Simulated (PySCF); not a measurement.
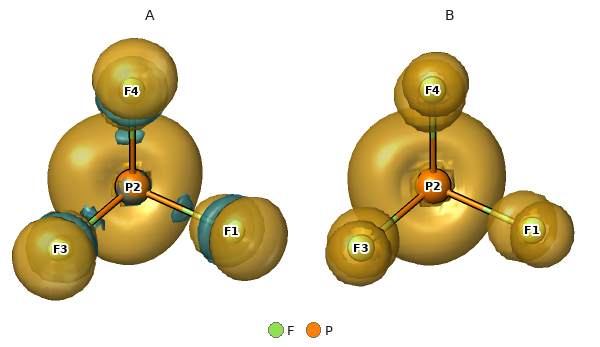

Figure 1: F3P, SMILES `FP(F)F`. The Fukui function f⁻ from two separate SCF calculations and the density of the HOMO, at ±0.04 e/Å³ (yellow positive, teal negative).

Method: B3LYP/def2-SVPD; geometry: GFN2-xTB; program: PySCF. No frequency check shows the geometry to be a minimum. GFN2-xTB bond lengths at metals and heavier atoms can be off by up to 0.1 Å and shapes distorted, which carries into these values.

The calculation's input:

```python
import numpy as np
from pyscf import gto, scf, dft
from pyscf.scf import atom_ks, atom_hf
from scipy.linalg import block_diag

def solve(mol, dm0=None, hcore=None):
    mf = (dft.UKS if mol.spin else dft.RKS)(mol, xc='b3lyp')
    mf.grids.level = 3
    mf = mf.density_fit(auxbasis='def2-universal-jkfit')
    mf.conv_tol, mf.max_cycle = 1e-8, 80
    if hcore is not None:
        mf.get_hcore = lambda *args: hcore
    mf.kernel(dm0)
    if not mf.converged:
        mf = mf.newton().run(mf.mo_coeff, mf.mo_occ, max_cycle=30)
    assert mf.converged, 'SCF not converged'
    return mf

mol = gto.M(atom='''
F     -1.19067     0.63382     0.30595
P     -0.00003     0.00000    -0.55069
F      1.14426     0.71425     0.30592
F      0.04645    -1.34807     0.30594
''', basis='def2-svpd', charge=0, spin=0, verbose=4)
mf = solve(mol)
out = dict(e0=mf.e_tot, dm0=mf.make_rdm1(), c=mf.mo_coeff, occ=mf.mo_occ, eps=mf.mo_energy)
for name, dq, spin in [('cation', 1, 1), ('anion', -1, 1)]:
    ion = mol.copy().set(charge=mol.charge + dq, spin=spin).build()
    mi = solve(ion)
    if spin and dq > 0 and mol.nao < 130:
        c, _, stable, _ = mi.stability(return_status=True)
        if not stable:
            mi = solve(ion, mi.make_rdm1(c, mi.mo_occ))
    print(name, 'vertical energy change / eV', (mi.e_tot - mf.e_tot) * 27.211386)
    out.update({'e_' + name: mi.e_tot, 'dm_' + name: mi.make_rdm1(), 's2_' + name: mi.spin_square()[0], 'eps_' + name: mi.mo_energy, 'occ_' + name: mi.mo_occ})
# spherically averaged free atoms, for the promolecule
atm = atom_ks.get_atm_nrks(mol, xc='b3lyp')
pro = block_diag(*[(atm[a[0]][2] * atm[a[0]][3]) @ atm[a[0]][2].T for a in mol._atom])
np.savez('result.npz', pro=pro, **out)
```

Launched as:

```sh
OMP_NUM_THREADS=1 python input.py
```

The run took 110 s on 1 thread of AMD EPYC 7R43 64-Core Processor (Zen 3), on a shared host, peak memory 0.45 GiB.

Partitions, critical points and surface values were worked out afterwards from this run's density.

Which panel is which, and how good is the frozen-orbital picture?

A is f⁻ (it has negative regions), B the HOMO density. The HOMO lies on P2 (62 %) and F1, F3 and F4 (13 % each); f⁻ (Hirshfeld-condensed) is largest on P2 (0.50); the vertical ionisation energy is 12.70 eV. Relaxation shifts 12 % of the electron between atoms. The orbital energy is −9.68 eV.
